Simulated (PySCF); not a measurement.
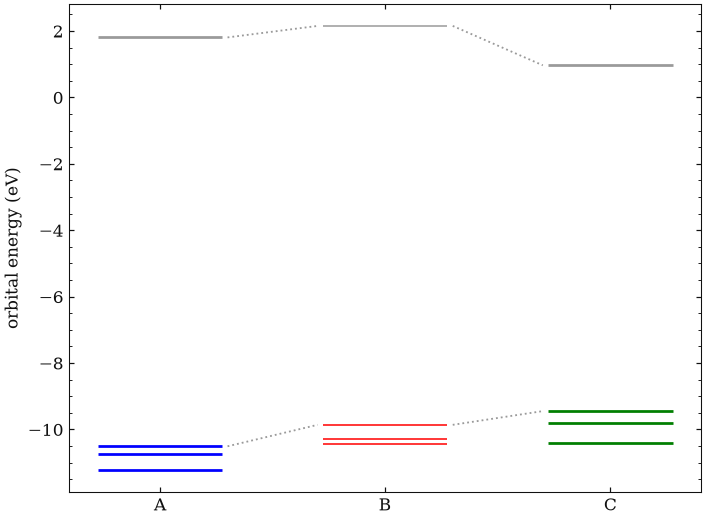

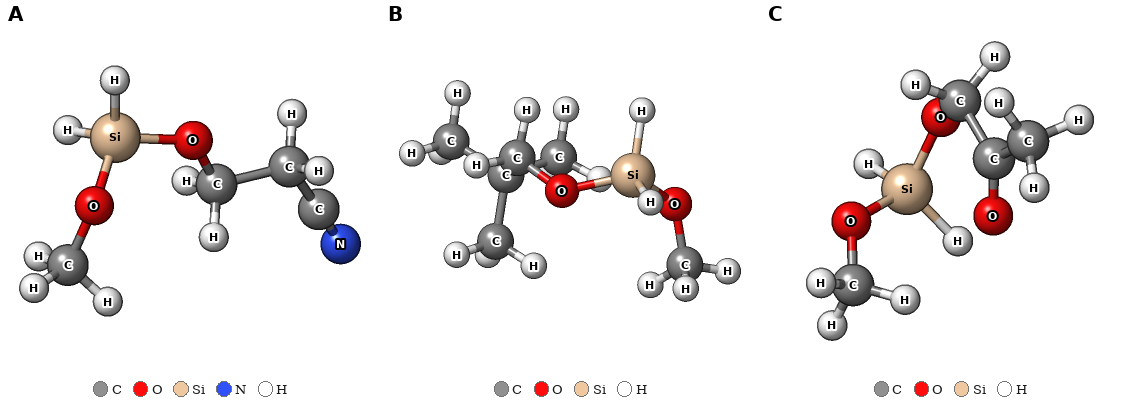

Related molecules: A is C₄H₉NO₂Si, SMILES CO[SiH2]OCCC#N; B is C₆H₁₆O₂Si, SMILES CO[SiH2]OCC(C)(C)C; C is C₄H₁₀O₃Si, SMILES CO[SiH2]OCC(C)=O. Frontier orbital energies, ωB97X-D/def2-SVPD, PySCF 2.14.0, at a PBE0-D3(BJ)/def2-SVP geometry (no frequency check); drawn are at most three filled levels and, in grey, the LUMO with any level within 0.03 eV of it; dotted lines join the HOMOs and the LUMOs.

### What does the change do to the frontier levels?

From A to B the HOMO rises by 0.65 eV and the LUMO rises by 0.35 eV, so the separation goes from 12.32 to 12.02 eV. From A to C the HOMO rises by 1.06 eV and the LUMO falls by 0.84 eV, so the separation goes from 12.32 to 10.42 eV.

### Does the ΔSCF ionisation energy follow the HOMO?

A: −ε(HOMO) 10.51, ΔSCF 10.72 eV; B: −ε(HOMO) 9.86, ΔSCF 9.92 eV; C: −ε(HOMO) 9.45, ΔSCF 9.63 eV.

Limits of at least one run: empty levels above zero depend strongly on the basis; one conformer of a flexible molecule.
